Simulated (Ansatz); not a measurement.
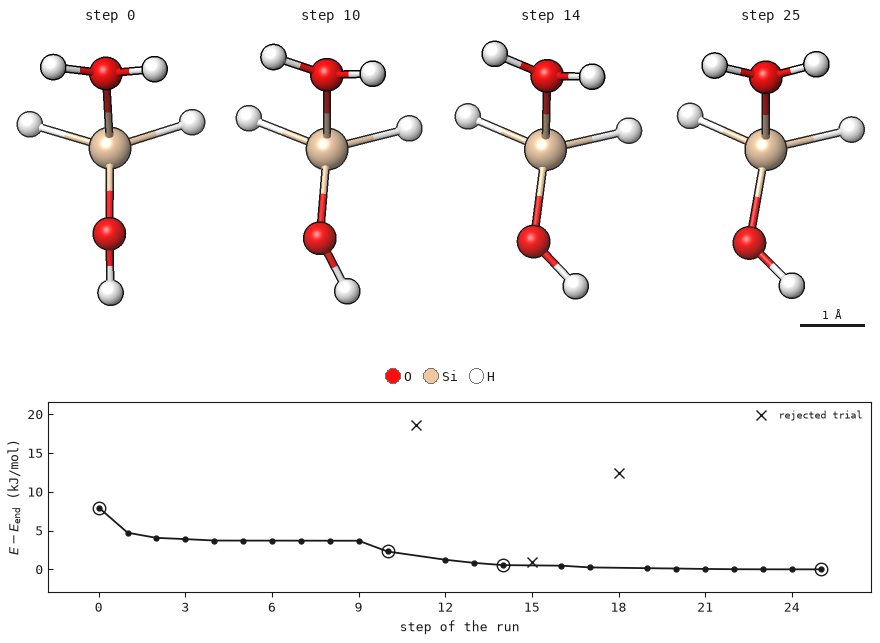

Frames of a relaxation of SiH5O2 (charge +1), marked on the history of the run. Style: ball-and-stick. Shown from a free direction.

All numbers below come from RKS PBE0-D4/def2-TZVP (Ansatz 0.2.0). (force threshold 0.005 eV/Å; at most 200 steps)

### Describe the path.

The atom that moves furthest after the best rigid fit is an O atom (0.43 Å). By element the largest moves are O 0.43 Å, H 0.39 Å, Si 0.08 Å. Among the contacts that change: H–Si 1.446 → 1.469 Å, O–Si 1.856 → 1.837 Å, H–O 0.955 → 0.961 Å. Bond angles that change, for instance: O–Si–O 96.8° → 106.6°, Si–O–H 133.4° → 126.5°, O–Si–H 115.9° → 111.4°. Groups turn about O–Si by about 80°. The energy falls by 7.97 kJ/mol in 22 accepted moves (25 points after the start). The largest force component goes from 1.1 to 0.004 eV/Å. The line search rejected the trial steps at points 11, 15, 18 of the run. Cost: 65 s on 2 threads of Intel Xeon Platinum 8259CL @ 2.50GHz, with other jobs on the host. From step 0 to 10: an H atom moves most (0.26 Å), energy −5.67 kJ/mol. From step 10 to 14: an H atom moves most (0.18 Å), energy −1.76 kJ/mol. From step 14 to 25: an H atom moves most (0.25 Å), energy −0.55 kJ/mol.
